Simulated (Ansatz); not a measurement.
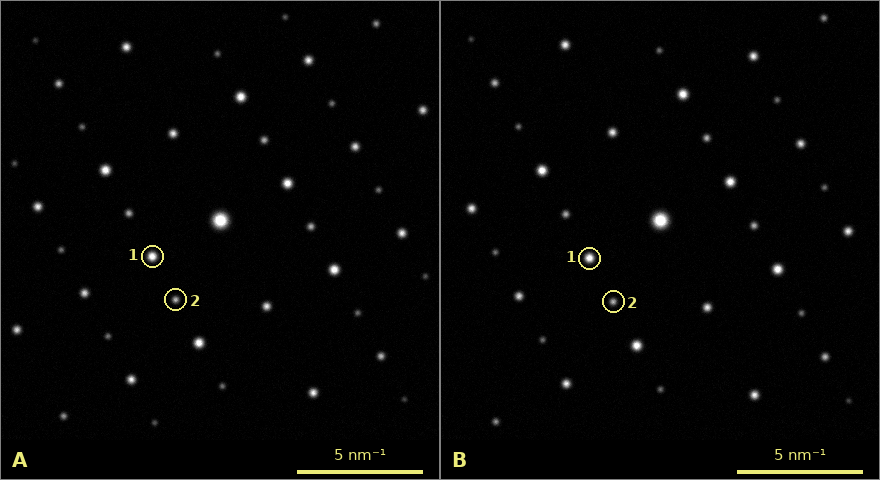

Kinematic electron diffraction patterns (300 kV, B = 0.5 Å², same scale) along [100] of the run's own cell, for the start and the end of one relaxation of ReP with Ansatz 0.2.0, DFT PBE, scalar-relativistic, plane waves, PAW. k mesh 12×12×8. The start is a generated model structure, and the relaxation ends in the nearest stationary point of its symmetry, not necessarily the ground state. Spot 1 is 0 -1 0 and spot 2 is 0 -1 -1 in both.

Start structure:

```
Re P
1.0
     3.59866    0.00000    0.00000
    -1.79933    3.11653    0.00000
     0.00000    0.00000    5.01564
Re P
2 2
Direct
  0.00000 0.00000 0.00000
  0.00000 0.00000 0.50000
  0.33333 0.66667 0.25000
  0.66667 0.33333 0.75000
```

### Which pattern belongs to the start structure, and which to the relaxed one?

B is the start: its cell gives d(1) = 3.117 Å, d(2) = 2.647 Å and an angle of 31.9°. A is the relaxed structure, with d(1) = 3.245 Å (+4.1 %), d(2) = 2.735 Å (+3.3 %) and 32.6°.

### Summarise the relaxation behind the change.

The volume changed by +9.8 % to 15.45 Å³ an atom; the fractional coordinates hardly changed; the space group stayed P6_3/mmc (No. 194); the free energy fell by 97 meV an atom. Relaxed cell: a = 3.747 Å, b = 3.747 Å, c = 5.081 Å, α = 90.00°, β = 90.00°, γ = 120.00°.
